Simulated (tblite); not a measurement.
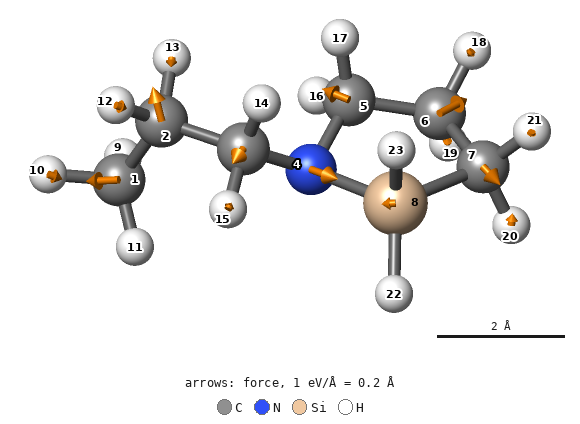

Starting geometry of C$_{6}$H$_{15}$NSi with the computed forces as orange arrows. The picture is a ball-and-stick view, seen from a free direction.

Computed with tblite 0.8.0, GFN2-xTB geometry optimisation, gas phase. 

What follows when this structure is relaxed?

It isn't relaxed: the largest force vector, on a C atom, is 3.44 eV/Å. The final displacements have little in common with the starting forces (cosine between the two patterns 0.11). An H atom moves most after the best rigid fit: 1.88 Å. By element the largest moves are H 1.88 Å, N 0.76 Å, C 0.70 Å, Si 0.45 Å. Among the contacts that change: N–Si 1.818 → 1.711 Å, C–C 1.465 → 1.526 Å, C–Si 1.849 → 1.898 Å, C–C 1.489 → 1.535 Å. Among the angles between lasting bonds that change: C–N–Si 103.6° → 127.1°, C–N–Si 102.8° → 114.7°, Si–C–H 106.3° → 114.7°. Groups turn about C–C by about 40°, C–Si by about 35°, C–C by about 35°. After 158 geometry steps the energy has fallen by 1.350 eV. The run took 3.1 s on 1 thread of Intel(R) Xeon(R) Processor @ 2.70GHz, on a shared host.
